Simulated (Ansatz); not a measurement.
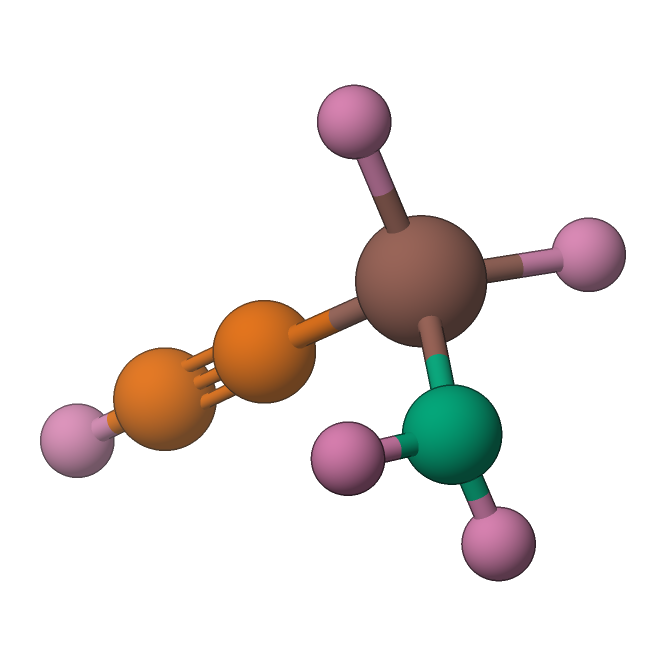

Ball-and-stick drawing of a structure. Multiple sticks mark multiple bonds (one Kekulé form). Colours: carbon orange, germanium brown, nitrogen teal, hydrogen pink.

The geometry was computed by an optimisation with PBE0-D4/def2-TZVP.

Question: What is the molecular formula?

Answer: C₂H₅GeN, 9 atoms: 2 carbon, 5 hydrogen, 1 germanium and 1 nitrogen.

Question: Count the bonded pairs by element.

Answer: 2 Ge–H, 2 N–H, 1 C–C, 1 C–Ge, 1 Ge–N, 1 C–H.

Question: Give the symmetry (Schoenflies symbol).

Answer: Cs.

Question: Name functional groups in it.

Answer: Among them: alkyne.

Question: What is its SMILES?

Answer: C#[C][GeH2][NH2]

The parts below concern this one geometry. Atoms keep their numbers from picture to picture.

**Geometry**

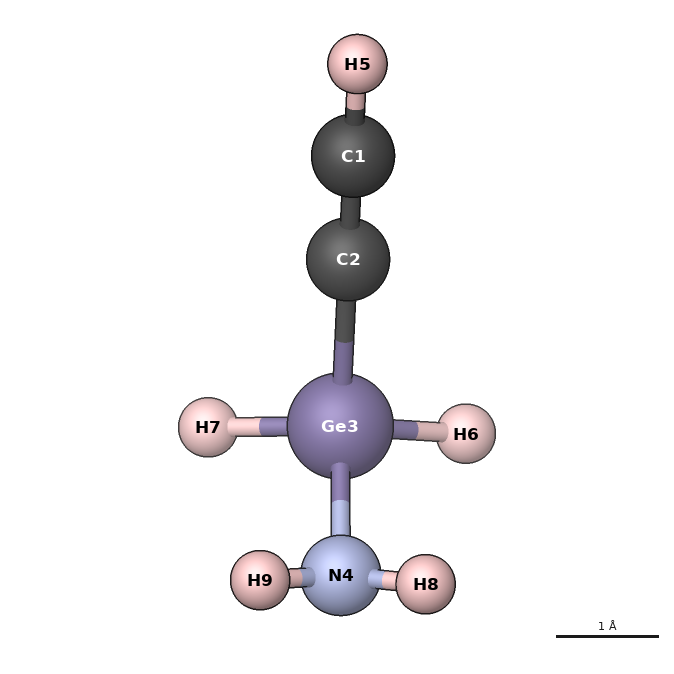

Atoms carry their numbers in the input.

Give these bond angles: C2–C1–H5, C1–C2–Ge3, C2–Ge3–N4, C2–Ge3–H6, N4–Ge3–H6, Ge3–N4–H8.

```
    angle  degrees
 C2–C1–H5    179.8
C1–C2–Ge3    178.7
C2–Ge3–N4    113.1
C2–Ge3–H6    107.9
N4–Ge3–H6    107.7
Ge3–N4–H8    113.5
```

**Vibrations**

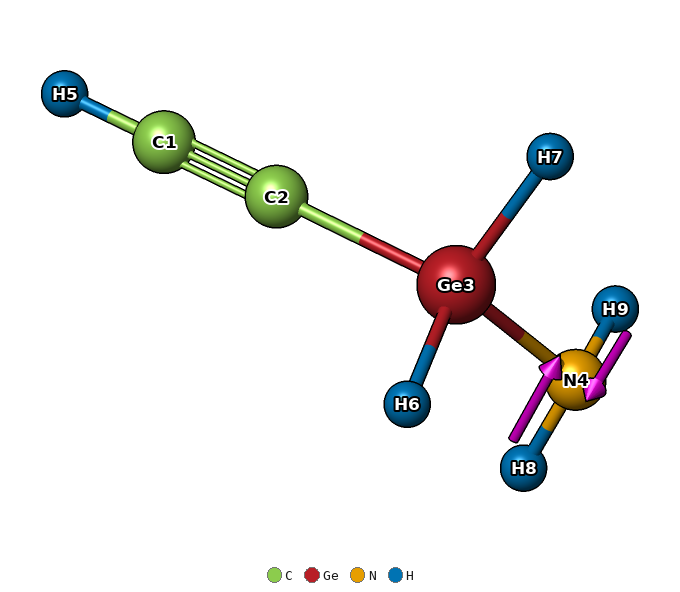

The arrows show one normal mode. Harmonic vibrations computed with RKS PBE0-D4/def2-TZVP (Ansatz 0.2.0) at a stationary point of the same level.

Question: Describe the motion.

Answer: Mostly in-phase stretching of 2 N–H bonds.

Question: Estimate its harmonic wavenumber.

Answer: 3556 cm⁻¹; it is mode 20 of 21 counted from the lowest.

**Electronic properties**

Method: RKS r2SCAN-D4/def2-TZVPP (Ansatz 0.2.0).

Computed properties:

- dipole moment: 1.09 D
- HOMO energy (Kohn–Sham orbital): −6.44 eV
- LUMO energy (Kohn–Sham orbital): −0.73 eV
- HOMO–LUMO gap: 5.71 eV
- dispersion correction: −3.8 kJ/mol

**Charges**

The questions are on Mulliken charges. Properties computed with RKS PBE0-D4/def2-TZVP (Ansatz 0.2.0).

Question: Which atom carries the highest charge (most positive or least negative)?

Answer: Ge3 (0.31 e).

Question: And the lowest?

Answer: N4 (−0.63 e).

List the Mulliken charges.

| atom | value (e) |
| --- | --- |
| C1 | −0.36 |
| C2 | 0.00 |
| Ge3 | 0.31 |
| N4 | −0.63 |
| H5 | 0.18 |
| H6 | 0.01 |
| H7 | 0.01 |
| H8 | 0.24 |
| H9 | 0.24 |

Mulliken values depend strongly on the basis set and can even reverse the polarity of a bond.
